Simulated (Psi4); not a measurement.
Interaction energy of HCl ··· HCl (SMILES Cl and Cl), singlet. Monomers: optimised at B3LYP-D3(BJ) (def2-TZVP), held rigid. Orientation: a random orientation, not optimised. Only R, the distance of the centres of mass, is varied, so the lowest point isn't the relaxed dimer.

Geometry at R = 3.81 Å (first 2 atoms: monomer A):
```
4

Cl     0.6410     0.0000     0.0000
H     -0.6410     0.0000     0.0000
Cl     2.2638    -2.7727    -2.0441
H      2.5682    -2.6471    -0.8051
```

PBE/def2-TZVP, counterpoise-corrected (Psi4); HF/aug-cc-pVTZ, counterpoise-corrected (Psi4); SCS-MP2/aug-cc-pVTZ = DF-SCS-MP2/aug-cc-pVTZ, frozen core, counterpoise-corrected in Psi4 1.11; CCSD/aug-cc-pVDZ = DF-CCSD/aug-cc-pVDZ, frozen core, counterpoise-corrected run with Psi4; MP2/aug-cc-pVDZ = DF-MP2/aug-cc-pVDZ, frozen core, counterpoise-corrected run with Psi4 1.11.

Interaction energies in kcal/mol (negative: bound); R is the distance of the centres of mass, d the Cl1···H4 distance.

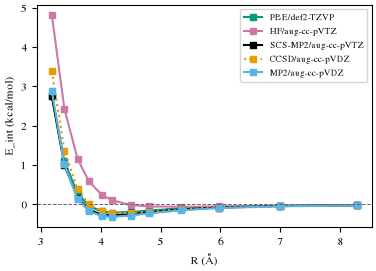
Interaction energy against separation.

| R / Å | d / Å | PBE/def2-TZVP | HF/aug-cc-pVTZ | SCS-MP2/aug-cc-pVTZ | CCSD/aug-cc-pVDZ | MP2/aug-cc-pVDZ |
|---|---|---|---|---|---|---|
| 3.19 | 2.79 | 2.76 | 4.82 | 2.75 | 3.38 | 2.88 |
| 3.40 | 2.99 | 1.09 | 2.43 | 1.00 | 1.36 | 1.01 |
| 3.62 | 3.19 | 0.27 | 1.15 | 0.16 | 0.38 | 0.14 |
| 3.81 | 3.37 | -0.04 | 0.58 | -0.14 | 0.00 | -0.18 |
| 4.02 | 3.57 | -0.18 | 0.24 | -0.26 | -0.17 | -0.30 |
| 4.19 | 3.73 | -0.22 | 0.10 | -0.29 | -0.22 | -0.32 |
| 4.51 | 4.04 | -0.20 | -0.02 | -0.25 | -0.22 | -0.29 |
| 4.81 | 4.33 | -0.16 | -0.06 | -0.20 | -0.19 | -0.23 |
| 5.35 | 4.86 | -0.10 | -0.06 | -0.13 | -0.13 | -0.15 |
| 5.98 | 5.47 | -0.07 | -0.06 | -0.08 | -0.09 | -0.10 |
| 7.00 | 6.48 | -0.04 | -0.04 | -0.05 | -0.05 | -0.06 |
| 8.28 | 7.74 | -0.03 | -0.03 | -0.03 | -0.03 | -0.03 |

Lowest grid point: PBE/def2-TZVP -0.22 kcal/mol at R = 4.19 Å; HF/aug-cc-pVTZ -0.06 kcal/mol at R = 5.35 Å; SCS-MP2/aug-cc-pVTZ -0.29 kcal/mol at R = 4.19 Å; CCSD/aug-cc-pVDZ -0.22 kcal/mol at R = 4.51 Å; MP2/aug-cc-pVDZ -0.32 kcal/mol at R = 4.19 Å.
